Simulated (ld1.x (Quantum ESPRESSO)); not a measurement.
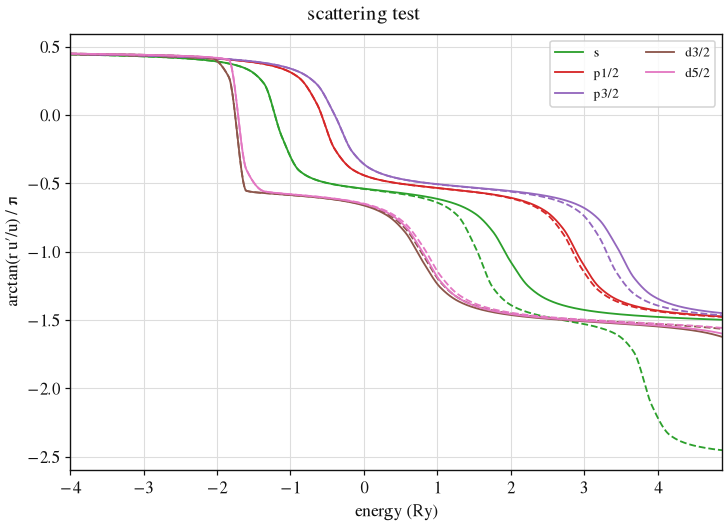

Unwrapped phase arctan(r u′/u) in units of π against energy, all-electron (solid) and pseudo (dashed); the pseudo phase is matched to the all-electron one at the reference energy. Here u = r R(r). A near-vertical step is a level narrower than the spacing of the points behind the curves.

Input of ld1.x (Quantum ESPRESSO) 7.5:

```
 &input
   title='Pb', zed=82., rel=2, dft='PBE', iswitch=3,
   config='[Xe] 4f14 5d10 6s1 6p3', rel_dist='average',
   nld=5, rlderiv=3.15, eminld=-4.0, emaxld=5.0, deld=0.02
 /
 &inputp
   pseudotype=2, tm=.false., lloc=0,
   nlcc=.true., rcore=1.65,
   file_pseudopw='Pb.UPF', file_wfcaegen='ae.wfc', file_wfcncgen='nc.wfc', file_beta='beta', file_chi='chi'
 /
3
6P  2  1   3.00   0.00  2.90  2.90  0.0
5D  3  2  10.00   0.00  1.70  1.70  0.0
6S  1  0   1.00   0.00  1.60  1.60  0.0
 &test
   configts(1)='5d10 6s1 6p3'
 /
```

Command:
```bash
ld1.x < Pb.in > Pb.out
```

Functional and relativity: PBE, fully relativistic.

What does the plot say about ghosts?

Answer. Going away from the reference energies, the phases part by more than π/2 in: s at about 3.8 Ry (above its reference energy, pseudo phase lower). Such a step is either a state that only one of the two atoms has or an ordinary level shifted in energy. The separate test gives: no ghost state below the valence levels in the p1/2, p3/2, d3/2, d5/2, s, f channels.

How far from the reference energy is each channel transferable, at a tolerance of 0.05 rad?

Answer. s: up to about 0.8 Ry; p1/2: up to about 2.5 Ry; p3/2: up to about 2.6 Ry; d3/2: up to about 0.4 Ry; d5/2: up to about 0.5 Ry.
